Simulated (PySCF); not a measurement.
**C3H4BF3O: a tour of settings**

Which settings matter for C3H4BF3O (`COBC(F)=C(F)F`), and how do bad ones show?

Computed with PySCF 2.14.0, with density-fitted response routines of our own, on a single molecule, in the gas phase or a continuum. Atoms are numbered from 0 throughout.

## Step 1: The molecule as given

12 atoms, charge 0, multiplicity 1; geometry from: GFN2-xTB.

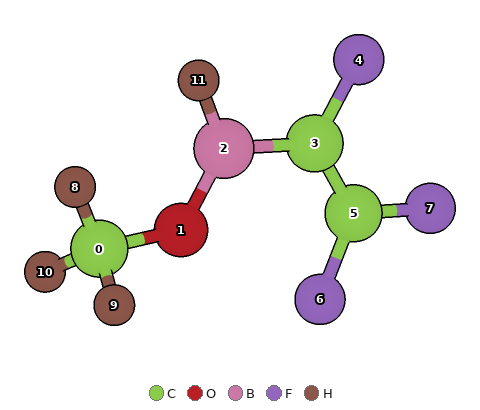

The starting geometry (carbon green, oxygen red, boron pink, fluorine purple, hydrogen brown), atoms numbered.

## Step 2: Nuclear shieldings: PBE0/pcSseg-1

Job settings and geometry (Å):

```
{"job": {"kind": "nmr", "xc": "PBE0", "basis": "pcSseg-1"}, "charge": 0, "multiplicity": 1}
C     -2.113196    -0.625364    -0.014565
O     -0.725015    -0.406988     0.003886
B     -0.136027     0.730252     0.318236
C      1.434258     0.750344     0.275425
F      2.053159     1.918713     0.581725
C      2.238213    -0.267651    -0.031333
F      1.806567    -1.475579    -0.350419
F      3.563671    -0.241400    -0.064575
H     -2.668913     0.266520     0.285831
H     -2.340702    -1.447374     0.667057
H     -2.403815    -0.915434    -1.026386
H     -0.707002     1.713274     0.623248
```

With the program's defaults for keys left out, this is: GIAO PBE0/pcSseg-1 NMR shielding, non-relativistic, gas phase.

On the command line:

```bash
OMP_NUM_THREADS=1 python probes_run.py task.json out
```

The driver reads the jobs from task.json and runs them one after another.

Standard output:

```text
coarse grid: 11168 points
cycle   1  E = -515.5206915871  dE =  1.233e+00  |g| = 9.022e-01  |ddm| = 3.049e+00
cycle   2  E = -515.2572784927  dE =  2.634e-01  |g| = 1.514e+00  |ddm| = 1.547e+00
cycle   3  E = -515.6655812683  dE = -4.083e-01  |g| = 1.024e-01  |ddm| = 1.062e+00
cycle   4  E = -515.6667663656  dE = -1.185e-03  |g| = 6.910e-02  |ddm| = 1.048e-01
cycle   5  E = -515.6674976608  dE = -7.313e-04  |g| = 1.268e-02  |ddm| = 4.728e-02
cycle   6  E = -515.6675237456  dE = -2.608e-05  |g| = 3.795e-03  |ddm| = 1.060e-02
cycle   7  E = -515.6675267517  dE = -3.006e-06  |g| = 9.877e-04  |ddm| = 3.280e-03
final grid: 112344 points
cycle   8  E = -515.7419373817  dE = -3.905e-05  |g| = 1.114e-02  |ddm| = 2.254e-02
cycle   9  E = -515.7419084244  dE =  2.896e-05  |g| = 1.739e-02  |ddm| = 1.536e-02
cycle  10  E = -515.7419598604  dE = -5.144e-05  |g| = 1.220e-03  |ddm| = 9.695e-03
cycle  11  E = -515.7419601856  dE = -3.252e-07  |g| = 2.964e-04  |ddm| = 1.143e-03
cycle  12  E = -515.7419602003  dE = -1.467e-08  |g| = 1.226e-04  |ddm| = 2.610e-04
cycle  13  E = -515.7419602025  dE = -2.152e-09  |g| = 3.704e-05  |ddm| = 9.046e-05
cycle  14  E = -515.7419602027  dE = -2.900e-10  |g| = 7.221e-06  |ddm| = 3.182e-05
converged SCF energy = -515.7419602027

GIAO shielding tensors (ppm)
atom      isotropic    diamagn.    paramagn.     s11        s22        s33       span
  0 C      123.761     242.244    -118.483     90.024     98.811    182.448     92.424
  1 O      158.111     397.121    -239.010    -69.339    172.387    371.285    440.625
  2 B       61.678     196.523    -134.845     44.666     47.687     92.681     48.015
  3 C       45.789     256.785    -210.997     15.234     34.007     88.124     72.890
  4 F      388.524     469.347     -80.824    329.801    379.649    456.120    126.319
  5 C       11.119     249.528    -238.409    -59.428     38.671     54.113    113.541
  6 F      270.504     475.702    -205.198    247.180    266.680    297.652     50.472
  7 F      249.294     468.931    -219.637    208.440    266.482    272.960     64.520
  8 H       27.540      27.962      -0.422     24.844     25.869     31.908      7.064
  9 H       27.280      27.723      -0.443     23.655     25.413     32.772      9.118
 10 H       27.282      27.893      -0.611     23.672     25.381     32.793      9.121
 11 H       26.327      31.074      -4.747     25.517     25.938     27.526      2.009
```

Run time: 13 s. Hardware: 1 thread of Arm Neoverse V2, shared host; peak memory 0.71 GiB.

Shifts follow as δ = σ(reference) − σ, with reference shieldings (ppm) from runs at the same level and on the same kind of geometry: 1H TMS 31.72, 13C TMS 186.9, 19F CFCl3 170.9, 17O H2O 336.1, 11B BF3·OEt2 100.1. The references are single molecules in the gas phase, so shifts against H2O, NH3, PH3, H3PO4 or CFCl3 are not on the usual liquid scales and can be off by tens of ppm. Atoms listed in one row are averaged.

| atoms | environment | σ (ppm) | δ (ppm) | δ scaled to CDCl3 |
| --- | --- | --- | --- | --- |
| C5 | fully substituted alkene carbon | 11.1 | 175.8 | 169.7 |
| C3 | fully substituted alkene carbon | 45.8 | 141.1 | 135.8 |
| C0 | methyl carbon bonded to O | 123.8 | 63.2 | 59.7 |
| H11 | hydrogen on a boron bonded to C, O | 26.33 | 5.39 | – |
| H8, H9, H10 | hydrogen on a methyl carbon bonded to O | 27.37 | 4.35 | 4.21 |
| O1 | oxygen bonded to C, B | 158.1 | 178.0 | – |
| B2 | boron bonded to C, O, H | 61.7 | 38.4 | – |
| F7 | vinylic fluorine | 249.3 | -78.3 | – |
| F6 | vinylic fluorine | 270.5 | -99.6 | – |
| F4 | vinylic fluorine | 388.5 | -217.6 | – |

The scaled column applies a straight-line fit of computed shieldings to shifts measured in CDCl3, and one for carbons that bear F (root-mean-square error 0.16 ppm for H, 1.9 ppm for C).

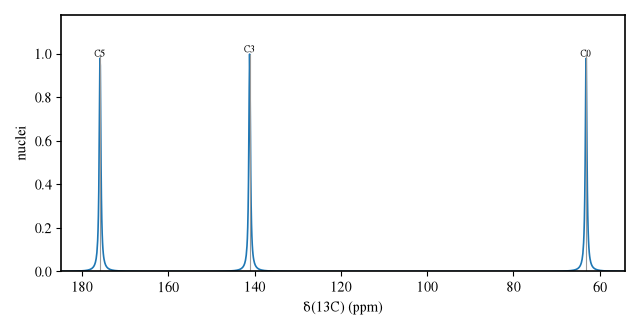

13C lines at the computed shifts, without couplings. Lines are broadened to a width of 0.45 ppm (Lorentzian).

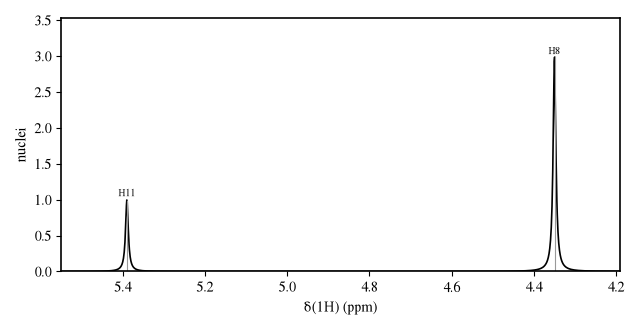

1H lines at the computed shifts, without couplings. Lines are broadened to a width of 0.01 ppm (Lorentzian).

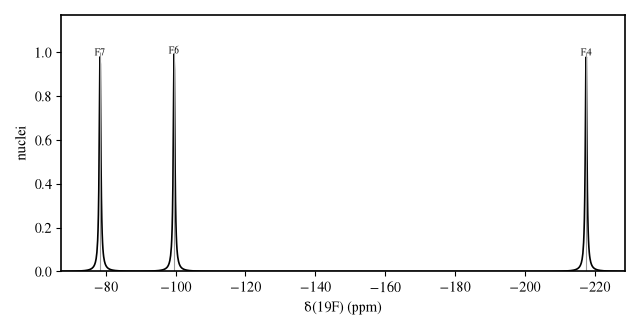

19F lines at the computed shifts, without couplings. Lines are broadened to a width of 0.56 ppm (Lorentzian).

The run also stored atomic charges by several schemes (e):

| atoms | Mulliken | IAO | Hirshfeld | ESP fit |
| --- | --- | --- | --- | --- |
| C0 | -0.01 | -0.20 | -0.02 | -0.16 |
| O1 | -0.46 | -0.34 | -0.15 | -0.30 |
| B2 | 0.42 | 0.22 | 0.16 | 0.47 |
| C3 | -0.06 | 0.04 | -0.04 | -0.25 |
| F4 | -0.29 | -0.27 | -0.10 | -0.14 |
| C5 | 0.57 | 0.55 | 0.17 | 0.46 |
| F6 | -0.22 | -0.23 | -0.05 | -0.17 |
| F7 | -0.23 | -0.23 | -0.06 | -0.13 |

ESP fit charges:

| atom | value (e) |
| --- | --- |
| C0 | -0.16 |
| O1 | -0.30 |
| B2 | 0.47 |
| C3 | -0.25 |
| F4 | -0.14 |
| C5 | 0.46 |
| F6 | -0.17 |
| F7 | -0.13 |
| H8 | 0.09 |
| H9 | 0.12 |
| H10 | 0.12 |
| H11 | -0.11 |

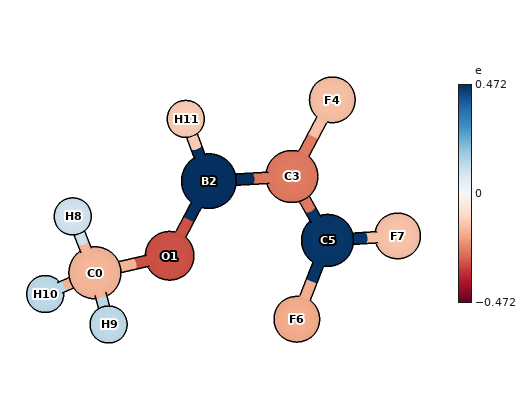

ESP fit charges, as colours on the atoms.

Mayer bond orders: C0–O1 0.87, O1–B2 1.29, B2–C3 0.97, C3–F4 0.89, C3–C5 1.68, C5–F6 1.03, C5–F7 1.03.

## Step 3: Ultraviolet spectrum: PBE0/def2-SVPD

The job, as its differences from that of step 2:

```diff
@@ -1,2 +1,2 @@
-{"job": {"kind": "nmr", "xc": "PBE0", "basis": "pcSseg-1"}, "charge": 0, "multiplicity": 1}
+{"job": {"kind": "uv", "xc": "PBE0", "basis": "def2-SVPD", "nstates": 6, "ntriplets": 2}, "charge": 0, "multiplicity": 1}
 C     -2.113196    -0.625364    -0.014565
```

Method: TDDFT PBE0/def2-SVPD, vertical, gas phase, core orbitals frozen in the response.

Standard output:

```text
coarse grid: 11168 points
cycle   1  E = -515.2177031352  dE =  1.178e+00  |g| = 8.454e-01  |ddm| = 4.966e+00
cycle   2  E = -514.9664600366  dE =  2.512e-01  |g| = 1.429e+00  |ddm| = 2.164e+00
cycle   3  E = -515.3539071132  dE = -3.874e-01  |g| = 1.008e-01  |ddm| = 1.381e+00
cycle   4  E = -515.3551080229  dE = -1.201e-03  |g| = 6.673e-02  |ddm| = 1.739e-01
cycle   5  E = -515.3558613007  dE = -7.533e-04  |g| = 1.203e-02  |ddm| = 6.244e-02
cycle   6  E = -515.3558854421  dE = -2.414e-05  |g| = 3.687e-03  |ddm| = 1.882e-02
cycle   7  E = -515.3558884476  dE = -3.005e-06  |g| = 8.950e-04  |ddm| = 5.642e-03
final grid: 112344 points
cycle   8  E = -515.4307745793  dE = -3.316e-05  |g| = 1.067e-02  |ddm| = 8.263e-02
cycle   9  E = -515.4307462879  dE =  2.829e-05  |g| = 1.666e-02  |ddm| = 2.413e-02
cycle  10  E = -515.4307964689  dE = -5.018e-05  |g| = 1.170e-03  |ddm| = 1.373e-02
cycle  11  E = -515.4307967869  dE = -3.180e-07  |g| = 2.643e-04  |ddm| = 1.578e-03
cycle  12  E = -515.4307967989  dE = -1.206e-08  |g| = 1.141e-04  |ddm| = 4.188e-04
cycle  13  E = -515.4307968010  dE = -2.043e-09  |g| = 3.433e-05  |ddm| = 1.284e-04
cycle  14  E = -515.4307968012  dE = -2.576e-10  |g| = 7.620e-06  |ddm| = 4.981e-05
converged SCF energy = -515.4307968012

Static polarisability (au): isotropic 59.108, principal 40.936 60.320 76.069

Singlet excitations
state   eV       nm        f      main configurations
  1   5.6680    218.7   0.26075   H->L 0.97
  2   6.1770    200.7   0.00131   H-1->L 0.99
  3   6.7501    183.7   0.00990   H->L+2 0.75, H->L+1 0.13, H->L+3 0.08
  4   6.9485    178.4   0.00816   H->L+1 0.78, H->L+3 0.15
  5   7.6093    162.9   0.09876   H-2->L 0.96
  6   7.6606    161.8   0.00029   H-3->L 0.97

Triplet excitations (Tamm-Dancoff, eV): 3.6577 5.7089
```

It took 24 s on 1 thread of Arm Neoverse V2, shared host; peak memory 0.82 GiB.

The orbitals next to the gap, with their largest atomic shares:

| orbital | eV | atoms |
| --- | --- | --- |
| HOMO−3 | -10.56 | F4 20 %, C0 17 %, O1 16 % |
| HOMO−2 | -9.89 | O1 44 %, C0 20 %, B2 10 % |
| HOMO−1 | -9.20 | O1 38 %, B2 19 %, H11 14 % |
| HOMO | -7.57 | C3 30 %, C5 26 %, F4 16 % |
| LUMO | -1.32 | B2 29 %, C5 20 %, C3 16 % |
| LUMO+1 | 0.40 | B2 39 %, C0 17 %, C5 9 % |
| LUMO+2 | 0.79 | C5 21 %, C3 17 %, F7 13 % |

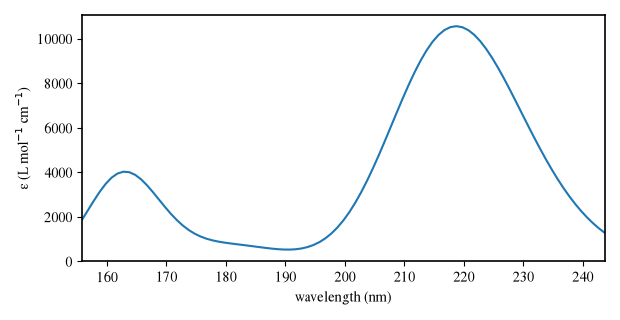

Absorption spectrum: each of the 6 states is a Gaussian band of 0.4 eV half-width at 1/e. Beyond the last state computed it falls off for lack of states.

Further results of this job:

| property | computed |
| --- | --- |
| dipole moment (D) | 3.11 |
| polarisability (Å³) | 8.76 |
| HOMO–LUMO gap (eV) | 6.25 |
| −ε(HOMO) (eV) | 7.57 |

## Step 4: Indirect couplings: PBE0/LANL2DZ

The job, as its differences from that of step 3:

```diff
@@ -1,2 +1,2 @@
-{"job": {"kind": "uv", "xc": "PBE0", "basis": "def2-SVPD", "nstates": 6, "ntriplets": 2}, "charge": 0, "multiplicity": 1}
+{"job": {"kind": "j", "xc": "PBE0", "basis": "LANL2DZ", "scf": {"max_cycle": 3}}, "charge": 0, "multiplicity": 1}
 C     -2.113196    -0.625364    -0.014565
```

Method: PBE0/LANL2DZ indirect spin-spin coupling, non-relativistic, gas phase.

Standard output:

```text
final grid: 112344 points
cycle   1  E = -515.5700203401  dE =  1.446e+00  |g| = 9.076e-01  |ddm| = 3.781e+00
cycle   2  E = -515.1944977150  dE =  3.755e-01  |g| = 1.647e+00  |ddm| = 2.258e+00
cycle   3  E = -515.7565362110  dE = -5.620e-01  |g| = 1.202e-01  |ddm| = 1.442e+00
SCF not converged, last energy = -515.7565362110
```

It took 1.4 s on 1 thread of Arm Neoverse V2, shared host; peak memory 0.51 GiB.

**What went wrong.** The cap of 3 cycles ended the SCF at a gradient of 1.2e-01. The remedy is to raise the cap. Numbers printed on the way are no properties of the molecule.

## Step 5: NMR shieldings: BLYP/pcJ-1 in dichloromethane

The job, as its differences from that of step 4:

```diff
@@ -1,2 +1,2 @@
-{"job": {"kind": "j", "xc": "PBE0", "basis": "LANL2DZ", "scf": {"max_cycle": 3}}, "charge": 0, "multiplicity": 1}
+{"job": {"kind": "nmr", "xc": "BLYP", "basis": "pcJ-1", "solvent": "dichloromethane", "pop": false, "scf": {"conv": 1e-08}}, "charge": 0, "multiplicity": 1}
 C     -2.113196    -0.625364    -0.014565
```

Method: GIAO BLYP/pcJ-1 NMR shielding, non-relativistic, IEF-PCM dichloromethane.

Standard output:

```text
final grid: 112344 points
cycle   1  E = -516.0669797175  dE =  1.067e+00  |g| = 1.045e+00  |ddm| = 3.019e+00
cycle   2  E = -515.1550455664  dE =  9.119e-01  |g| = 2.395e+00  |ddm| = 2.663e+00
cycle   3  E = -516.2347527388  dE = -1.080e+00  |g| = 3.119e-01  |ddm| = 2.167e+00
cycle   4  E = -516.2487902564  dE = -1.404e-02  |g| = 1.743e-01  |ddm| = 3.027e-01
cycle   5  E = -516.2526136494  dE = -3.823e-03  |g| = 4.988e-02  |ddm| = 1.131e-01
cycle   6  E = -516.2530720378  dE = -4.584e-04  |g| = 1.282e-02  |ddm| = 4.199e-02
cycle   7  E = -516.2531008190  dE = -2.878e-05  |g| = 5.368e-03  |ddm| = 1.063e-02
cycle   8  E = -516.2531049770  dE = -4.158e-06  |g| = 8.880e-04  |ddm| = 3.024e-03
cycle   9  E = -516.2531050473  dE = -7.031e-08  |g| = 7.139e-04  |ddm| = 1.171e-03
cycle  10  E = -516.2531051598  dE = -1.124e-07  |g| = 1.018e-04  |ddm| = 5.835e-04
cycle  11  E = -516.2531051609  dE = -1.189e-09  |g| = 6.784e-05  |ddm| = 1.062e-04
converged SCF energy = -516.2531051609

GIAO shielding tensors (ppm)
atom      isotropic    diamagn.    paramagn.     s11        s22        s33       span
  0 C      112.763     242.113    -129.350     76.194     85.721    176.373    100.179
  1 O      132.248     398.266    -266.019   -103.443    140.920    359.266    462.709
  2 B       56.136     196.567    -140.430     39.112     43.436     85.860     46.748
  3 C       31.743     256.049    -224.306      4.826     16.429     73.974     69.149
  4 F      371.102     471.194    -100.092    308.239    359.035    446.033    137.794
  5 C       -0.464     250.636    -251.100    -65.418     24.004     40.021    105.439
  6 F      254.087     477.842    -223.755    229.563    254.283    278.413     48.850
  7 F      232.522     470.767    -238.246    194.662    240.196    262.708     68.046
  8 H       27.501      27.973      -0.473     25.020     25.787     31.695      6.675
  9 H       27.286      27.753      -0.467     23.862     25.411     32.585      8.723
 10 H       27.285      27.877      -0.592     23.881     25.372     32.601      8.720
 11 H       26.547      31.644      -5.096     25.914     26.040     27.687      1.773
```

Wall time 18 s (1 thread of Arm Neoverse V2, shared host); peak memory 0.98 GiB.

Key values: σ C5 -0.5, C3 31.7, C0 112.8, O1 132.2, H11 26.55, H8 27.36 ppm (means over like atoms).

## Step 6: TDDFT and polarisability: WP04/MINI

The job, as its differences from that of step 5:

```diff
@@ -1,2 +1,2 @@
-{"job": {"kind": "nmr", "xc": "BLYP", "basis": "pcJ-1", "solvent": "dichloromethane", "pop": false, "scf": {"conv": 1e-08}}, "charge": 0, "multiplicity": 1}
+{"job": {"kind": "uv", "xc": "WP04", "basis": "MINI", "nstates": 6, "ntriplets": 2, "tda": true, "scf": {"max_cycle": 8}}, "charge": 0, "multiplicity": 3}
 C     -2.113196    -0.625364    -0.014565
```

With the program's defaults for keys left out, this is: WP04/MINI.

Standard output:

```text
NotImplementedError: this response code serves closed shells only; the SCF ended at -522.39125030 Eh with <S^2> = 2.0026
```

Wall time 2.6 s (1 thread of Arm Neoverse V2, shared host); peak memory 0.37 GiB.

**What went wrong.** The input makes an open shell, and this response code serves closed shells alone. Cure: restore the closed-shell charge and spin, or use an unrestricted response code.

## Step 7: Side by side: NMR shifts

Isotropic shieldings (ppm) of some atoms, chosen among heavy atoms and hydrogens apart, means over like atoms, with basis size and wall time:

| run | C3 | H11 | H8 | O1 | F7 | F6 | F4 | functions | time |
| --- | --- | --- | --- | --- | --- | --- | --- | --- | --- |
| PBE0/pcSseg-1 | 45.8 | 26.33 | 27.37 | 158.1 | 249.3 | 270.5 | 388.5 | 156 | 13 s |
| BLYP/pcJ-1 in dichloromethane | 31.7 | 26.55 | 27.36 | 132.2 | 232.5 | 254.1 | 371.1 | 256 | 18 s |

## Step 8: Outcome

```
                                                              quantity                                            value
                                13C shifts against TMS (PBE0/pcSseg-1)                           175.8, 141.1, 63.2 ppm
1H shifts against TMS (PBE0/pcSseg-1, means over atoms taken as alike)                                   5.39, 4.35 ppm
                                17O shifts against H2O (PBE0/pcSseg-1)                                        178.0 ppm
                           11B shifts against BF3·OEt2 (PBE0/pcSseg-1)                                         38.4 ppm
                              19F shifts against CFCl3 (PBE0/pcSseg-1)                         -78.3, -99.6, -217.6 ppm
                                       lowest singlet (PBE0/def2-SVPD)                      5.67 eV (219 nm), f = 0.261
                                                        lowest triplet                                          3.66 eV
                                          range of the shielding of O1                               132.2 to 158.1 ppm
                                         property runs in this session  5, of which 2 failed and 0 gave unsound results
```

**Reading.** Single values in the summary come from the first run of each kind that ended normally (PBE0/pcSseg-1; PBE0/def2-SVPD), which need not be the best level. At PBE0/pcSseg-1: The widest tensor belongs to O1: span 441 ppm, with a paramagnetic part of -239 ppm. The first singlet state (HOMO→LUMO 0.97) lies at 5.67 eV and is bright. The lowest triplet lies 2.01 eV below the lowest singlet (triplets in Tamm-Dancoff, singlets in full TDDFT). Across the 2 runs the shielding of O1 moves most, between 132.2 (BLYP/pcJ-1 in dichloromethane) and 158.1 ppm (PBE0/pcSseg-1).
